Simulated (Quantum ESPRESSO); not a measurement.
**CdF2 (Fm-3m): zone-centre phonons**

Aim: the zone-centre modes of CdF2 (Fm-3m).

Calculated with Quantum ESPRESSO 7.5; DFT LDA, scalar-relativistic, plane waves, PseudoDojo norm-conserving pseudopotentials.

**1. Starting point**

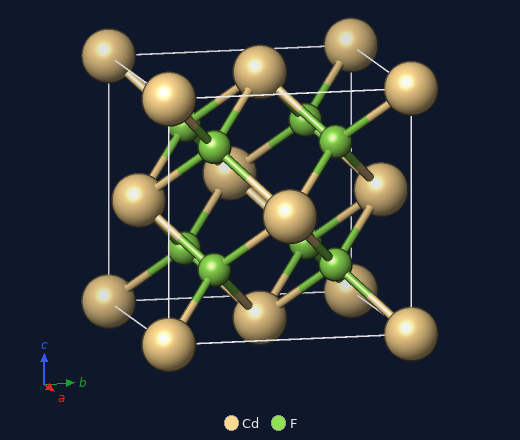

Start, viewed slightly off an axis; cadmium orange, fluorine green. This picture shows the conventional cell, with its axes. Some periodic images of atoms are drawn too.

Coordinates:

```cif
data_structure
_symmetry_space_group_name_H-M 'P 1'
_symmetry_Int_Tables_number 1
_cell_length_a 3.8099
_cell_length_b 3.8099
_cell_length_c 3.8099
_cell_angle_alpha 60.000
_cell_angle_beta 60.000
_cell_angle_gamma 60.000
_cell_volume 39.10
loop_
_atom_site_label
_atom_site_type_symbol
_atom_site_fract_x
_atom_site_fract_y
_atom_site_fract_z
_atom_site_occupancy
Cd1 Cd 0.00000 0.00000 0.00000 1
F2 F 0.75000 0.75000 0.75000 1
F3 F 0.25000 0.25000 0.25000 1
```

**2. A probe with smearing**

Before anything dear is run, a loose run with smearing shows whether this is a metal and how far the cell is from rest.

The input, probe.in:

```
&control
   calculation = 'scf'
   prefix = 'x'
   outdir = './tmp'
   pseudo_dir = './pseudo'
   tprnfor = .true.
   tstress = .true.
   verbosity = 'high'
/
&system
   ibrav = 0
   nat = 3
   ntyp = 2
   ecutwfc = 112.0
   occupations = 'smearing'
   smearing = 'gaussian'
   degauss = 0.01
/
&electrons
   conv_thr = 1.0d-07
   mixing_beta = 0.7
   electron_maxstep = 100
/
ATOMIC_SPECIES
 Cd    112.4140  Cd.upf
 F      18.9984  F.upf
CELL_PARAMETERS angstrom
    -2.694000000    0.000000000    2.694000000
     0.000000000    2.694000000    2.694000000
    -2.694000000    2.694000000    0.000000000
ATOMIC_POSITIONS crystal
 Cd     0.000000000   0.000000000   0.000000000
 F      0.750000000   0.750000000   0.750000000
 F      0.250000000   0.250000000   0.250000000
K_POINTS automatic
 6 6 6 0 0 0
```

Started as:

```sh
$ OMP_NUM_THREADS=1 mpirun -n 4 pw.x -nk 4 -in probe.in > probe.out
```

What it wrote:

```text
[banners, grids, parts of the stress and lines that vanish by symmetry left out]
Program PWSCF v.7.5
     Message from routine setup:
     using ibrav=0 with symmetry is DISCOURAGED, use correct ibrav instead
[...]
kinetic-energy cutoff     =     112.0000  Ry
     charge density cutoff     =     448.0000  Ry
     scf convergence threshold =      1.0E-07
[...]
Exchange-correlation= SLA  PW   NOGX NOGC
                           (   1   4   0   0   0   0   0)
[...]
48 Sym. Ops., with inversion, found
[...]
(     0          1          0      )
                  (     0          0          1      )
[...]
(  0.0000000  1.0000000  0.0000000 )
                  ( -0.0000000 -0.0000000  1.0000000 )
[...]
(     1          0         -1      )
                  (     0          0         -1      )
[...]
(     0          1         -1      )
                  (     0          1          0      )
[...]
( -1.0000000  0.0000000  0.0000000 )
                  (  0.0000000  1.0000000 -0.0000000 )
[...]
number of k points=    16  Gaussian smearing, width (Ry)=  0.0100
[...]
End of self-consistent calculation
[...]
the Fermi energy is     7.3024 ev
!    total energy              =    -449.01344862 Ry
[...]
convergence has been achieved in   7 iterations
[...]
atom    1 type  1   force =    -0.00000000   -0.00000000    0.00000000
     atom    2 type  2   force =     0.00000000    0.00000000   -0.00000000
     atom    3 type  2   force =     0.00000000    0.00000000    0.00000000
[...]
Total force =     0.000000     Total SCF correction =     0.000000
[...]
total   stress  (Ry/bohr**3)                   (kbar)     P=      -56.78
[...]
XML data file, charge density, pseudopotentials, collected wavefunctions

   JOB DONE.
```

It took 7.5 s on 4 MPI ranks of Intel Xeon Platinum 8488C (Sapphire Rapids), shared host; 29 s of CPU time.

This step gave:

| Property | Result |
| --- | --- |
| volume per atom | 13.03 Å³ |
| pressure | -5.678 GPa |
| gap on the k-mesh | 2.840 eV |

A gap of 2.8 eV opens on this mesh, so the crystal is taken as an insulator; the start stands at -5.7 GPa.

**3. Relaxation**

The relaxation runs at a cutoff a fifth above that of the response, since stress converges more slowly with the basis than frequencies do. Forces and stress are brought to rest with tight thresholds.

The input, relax.in:

```
&control
   calculation = 'vc-relax'
   prefix = 'x'
   outdir = './tmp'
   pseudo_dir = './pseudo'
   tprnfor = .true.
   tstress = .true.
   forc_conv_thr = 2.0d-05
   etot_conv_thr = 1.0d-07
   nstep = 40
/
&system
   ibrav = 0
   nat = 3
   ntyp = 2
   ecutwfc = 134
   occupations = 'fixed'
   nbnd = 19
/
&electrons
   conv_thr = 1.0d-11
   mixing_beta = 0.7
   electron_maxstep = 100
/
&ions
/
&cell
   press_conv_thr = 0.2
/
ATOMIC_SPECIES
 Cd    112.4140  Cd.upf
 F      18.9984  F.upf
CELL_PARAMETERS angstrom
    -2.694000000    0.000000000    2.694000000
     0.000000000    2.694000000    2.694000000
    -2.694000000    2.694000000    0.000000000
ATOMIC_POSITIONS crystal
 Cd     0.000000000   0.000000000   0.000000000
 F      0.750000000   0.750000000   0.750000000
 F      0.250000000   0.250000000   0.250000000
K_POINTS automatic
 8 8 8 0 0 0
```

Started as:

```sh
$ OMP_NUM_THREADS=1 mpirun -n 4 pw.x -nk 4 -in relax.in > relax.out
```

What it wrote:

```text
[banners, grids, parts of the stress and lines that vanish by symmetry left out]
[banner, memory and clock lines left out]
Program PWSCF v.7.5

[...]
kinetic-energy cutoff     =     134.0000  Ry
     charge density cutoff     =     536.0000  Ry
     scf convergence threshold =      1.0E-11
[...]
energy convergence thresh.=      1.0E-07
     force convergence thresh. =      2.0E-05
     press convergence thresh. =      2.0E-01
     Exchange-correlation= SLA  PW   NOGX NOGC
                           (   1   4   0   0   0   0   0)
[...]
48 Sym. Ops., with inversion, found
[...]
number of k points=    29
[...]
End of self-consistent calculation
[...]
highest occupied, lowest unoccupied level (ev):     6.0983    8.9192
!    total energy              =    -449.01350707 Ry
[...]
convergence has been achieved in  12 iterations
[...]
atom    1 type  1   force =     0.00000000    0.00000000   -0.00000000
     atom    2 type  2   force =    -0.00000000   -0.00000000    0.00000000
     atom    3 type  2   force =     0.00000000    0.00000000   -0.00000000
     Total force =     0.000000     Total SCF correction =     0.000000
[...]
total   stress  (Ry/bohr**3)                   (kbar)     P=      -56.76
[...]
number of bfgs steps    =   0
[...]
CELL_PARAMETERS (angstrom)
[...]
ATOMIC_POSITIONS (crystal)
Cd              -0.0000000000       -0.0000000000        0.0000000000
F                0.7500000000        0.7500000000        0.7500000000
F                0.2500000000        0.2500000000        0.2500000000
[...]
New effective cutoffs (rho, wfc):  544.73  136.62
[...]
End of self-consistent calculation
[...]
highest occupied, lowest unoccupied level (ev):     6.5566    9.4820
!    total energy              =    -449.01565518 Ry
[...]
convergence has been achieved in   9 iterations
[...]
atom    1 type  1   force =    -0.00000000    0.00000000   -0.00000000
     atom    2 type  2   force =    -0.00000000   -0.00000000    0.00000000
     atom    3 type  2   force =    -0.00000000   -0.00000000   -0.00000000
     Total force =     0.000000     Total SCF correction =     0.000000
[...]
total   stress  (Ry/bohr**3)                   (kbar)     P=      -25.89
[...]
number of bfgs steps    =   1
[...]
CELL_PARAMETERS (angstrom)
[...]
ATOMIC_POSITIONS (crystal)
Cd              -0.0000000000       -0.0000000000        0.0000000000
[...]
New effective cutoffs (rho, wfc):  553.43  138.80
[...]
End of self-consistent calculation
[...]
highest occupied, lowest unoccupied level (ev):     6.9443    9.9560
!    total energy              =    -449.01613999 Ry
[...]
convergence has been achieved in  10 iterations
[...]
atom    1 type  1   force =    -0.00000000   -0.00000000   -0.00000000
     atom    2 type  2   force =    -0.00000000   -0.00000000    0.00000000
     atom    3 type  2   force =     0.00000000    0.00000000   -0.00000000
     Total force =     0.000000     Total SCF correction =     0.000000
[...]
total   stress  (Ry/bohr**3)                   (kbar)     P=        2.86
[...]
number of bfgs steps    =   2
[...]
CELL_PARAMETERS (angstrom)
[...]
ATOMIC_POSITIONS (crystal)
[...]
New effective cutoffs (rho, wfc):  552.56  138.58
[...]
End of self-consistent calculation
[...]
highest occupied, lowest unoccupied level (ev):     6.9056    9.9088
!    total energy              =    -449.01614543 Ry
[...]
convergence has been achieved in   8 iterations
[...]
atom    1 type  1   force =     0.00000000    0.00000000    0.00000000
     atom    2 type  2   force =     0.00000000    0.00000000   -0.00000000
     atom    3 type  2   force =     0.00000000    0.00000000    0.00000000
     Total force =     0.000000     Total SCF correction =     0.000000
[...]
total   stress  (Ry/bohr**3)                   (kbar)     P=       -0.12
[...]
number of bfgs steps    =   3
[...]
small trust_radius: resetting bfgs history
[...]
CELL_PARAMETERS (angstrom)
[...]
ATOMIC_POSITIONS (crystal)
[...]
New effective cutoffs (rho, wfc):  552.59  138.59
[...]
End of self-consistent calculation
[...]
highest occupied, lowest unoccupied level (ev):     6.9066    9.9100
!    total energy              =    -449.01614544 Ry
[...]
convergence has been achieved in   5 iterations
[...]
atom    1 type  1   force =    -0.00000000   -0.00000000    0.00000000
     atom    2 type  2   force =     0.00000000   -0.00000000    0.00000000
     atom    3 type  2   force =    -0.00000000    0.00000000   -0.00000000
     Total force =     0.000000     Total SCF correction =     0.000000
[...]
total   stress  (Ry/bohr**3)                   (kbar)     P=       -0.04
[...]
bfgs converged in   5 scf cycles and   4 bfgs steps
[...]
End of BFGS Geometry Optimization
     Final enthalpy           =    -449.0161454430 Ry
     File ./tmp/x.bfgs deleted, as requested
[...]
CELL_PARAMETERS (angstrom)
[...]
ATOMIC_POSITIONS (crystal)
[...]
F                0.7500000000        0.7500000000        0.7500000000
F                0.2500000000        0.2500000000        0.2500000000
[...]
Final scf calculation at the relaxed structure.
[...]
kinetic-energy cutoff     =     134.0000  Ry
     charge density cutoff     =     536.0000  Ry
     scf convergence threshold =      1.0E-13
[...]
press convergence thresh. =      2.0E-01
     Exchange-correlation= SLA  PW   NOGX NOGC
                           (   1   4   0   0   0   0   0)
[...]
48 Sym. Ops., with inversion, found
[...]
number of k points=    29
[...]
End of self-consistent calculation
[...]
highest occupied, lowest unoccupied level (ev):     6.9066    9.9100
!    total energy              =    -449.01613078 Ry
[...]
convergence has been achieved in  14 iterations
[...]
atom    1 type  1   force =    -0.00000000    0.00000000   -0.00000000
     atom    2 type  2   force =     0.00000000    0.00000000   -0.00000000
     atom    3 type  2   force =     0.00000000    0.00000000    0.00000000
     Total force =     0.000000     Total SCF correction =     0.000000
[...]
total   stress  (Ry/bohr**3)                   (kbar)     P=       -0.04
[...]
XML data file, charge density, pseudopotentials, collected wavefunctions
```

The job ended after 1.8 min (4 MPI ranks; 7.2 min of CPU time).

Relaxation path:

```csv
step,energy less that of the first step (eV),largest force (eV/Å),pressure (GPa),volume (Å³)
1,0.0000,0.0000,-5.68,39.10
2,-0.0292,0.0000,-2.59,37.98
3,-0.0358,0.0000,0.29,37.09
4,-0.0359,0.0000,-0.01,37.18
5,-0.0359,0.0000,0.00,37.18
6,-0.0357,0.0000,0.00,37.18
```

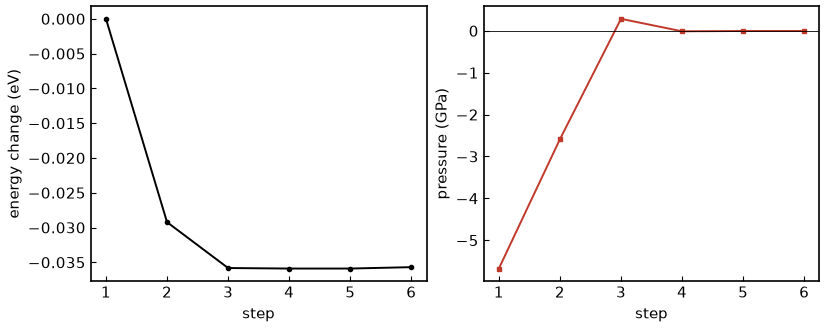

Energy and pressure along the relaxation.

```csv
"conventional cell, symmetrised",before,after,change
a (Å),5.388,5.298,-1.7 %
b (Å),5.388,5.298,-1.7 %
c (Å),5.388,5.298,-1.7 %
volume (Å³/atom),13.03,12.39,-4.9 %
```

Final coordinates:

```cif
data_structure
_symmetry_space_group_name_H-M 'P 1'
_symmetry_Int_Tables_number 1
_cell_length_a 3.7462
_cell_length_b 3.7462
_cell_length_c 3.7462
_cell_angle_alpha 60.000
_cell_angle_beta 60.000
_cell_angle_gamma 60.000
_cell_volume 37.18
loop_
_atom_site_label
_atom_site_type_symbol
_atom_site_fract_x
_atom_site_fract_y
_atom_site_fract_z
_atom_site_occupancy
Cd1 Cd 0.00000 0.00000 0.00000 1
F2 F 0.75000 0.75000 0.75000 1
F3 F 0.25000 0.25000 0.25000 1
```

The last row of the table of steps is pw.x's closing run on a basis chosen anew for the final cell, so its energy can jump.

Read from the output:

```yaml
volume_per_atom: 12.39 Å³
pressure: -0.004 GPa
gap_on_the_k_mesh: 3.003 eV
```

The volume changes by -4.9 % from the cell with which this run began.

**4. Ground state**

Perturbation theory inherits every error of the wavefunctions, so the threshold is set near the limit of the arithmetic. With a gap, occupations are fixed, which also allows the response to an electric field.

The input, scf.in:

```
&control
   calculation = 'scf'
   prefix = 'x'
   outdir = './tmp'
   pseudo_dir = './pseudo'
   tprnfor = .true.
   tstress = .true.
/
&system
   ibrav = 0
   nat = 3
   ntyp = 2
   ecutwfc = 112.0
   occupations = 'fixed'
   nbnd = 19
/
&electrons
   conv_thr = 1.0d-12
   mixing_beta = 0.7
   electron_maxstep = 100
/
ATOMIC_SPECIES
 Cd    112.4140  Cd.upf
 F      18.9984  F.upf
CELL_PARAMETERS angstrom
    -2.648984112    0.000000000    2.648984112
     0.000000000    2.648984112    2.648984112
    -2.648984112    2.648984112    0.000000000
ATOMIC_POSITIONS crystal
 Cd     0.000000000   0.000000000   0.000000000
 F      0.750000000   0.750000000   0.750000000
 F      0.250000000   0.250000000   0.250000000
K_POINTS automatic
 8 8 8 0 0 0
```

Started as:

```sh
$ OMP_NUM_THREADS=1 mpirun -n 4 pw.x -nk 4 -in scf.in > scf.out
```

What it wrote:

```text
[banners, grids, parts of the stress and lines that vanish by symmetry left out]
[banner, memory and clock lines left out]
Program PWSCF v.7.5

[...]
kinetic-energy cutoff     =     112.0000  Ry
     charge density cutoff     =     448.0000  Ry
     scf convergence threshold =      1.0E-12
[...]
Exchange-correlation= SLA  PW   NOGX NOGC
                           (   1   4   0   0   0   0   0)
[...]
48 Sym. Ops., with inversion, found
[...]
number of k points=    29
[...]
End of self-consistent calculation
[...]
highest occupied, lowest unoccupied level (ev):     6.9066    9.9100
!    total energy              =    -449.01607396 Ry
[...]
convergence has been achieved in  12 iterations
[...]
atom    1 type  1   force =    -0.00000000   -0.00000000    0.00000000
     atom    2 type  2   force =    -0.00000000   -0.00000000    0.00000000
     atom    3 type  2   force =     0.00000000    0.00000000   -0.00000000
     Total force =     0.000000     Total SCF correction =     0.000000
[...]
total   stress  (Ry/bohr**3)                   (kbar)     P=        0.07
[...]
XML data file, charge density, pseudopotentials, collected wavefunctions
```

The job ended after 16 s (4 MPI ranks; 62 s of CPU time).

Numbers from this step:

* pressure: 0.007000 GPa

The cell stands at 0.0070 GPa, close enough for phonons.

[end of part 1 of 4]

[Host names and launcher messages were left out of these logs when they were recorded.]

[Logs are printed without paths, hosts, clocks, repeated set-up lines and the standing remarks that a program may print on its own settings, such as how far it seeks lower states.]

[Hosts, paths, dates, database ids (printed as entryN), source tags and the programs' standing remarks are cut or masked in the printed files.]
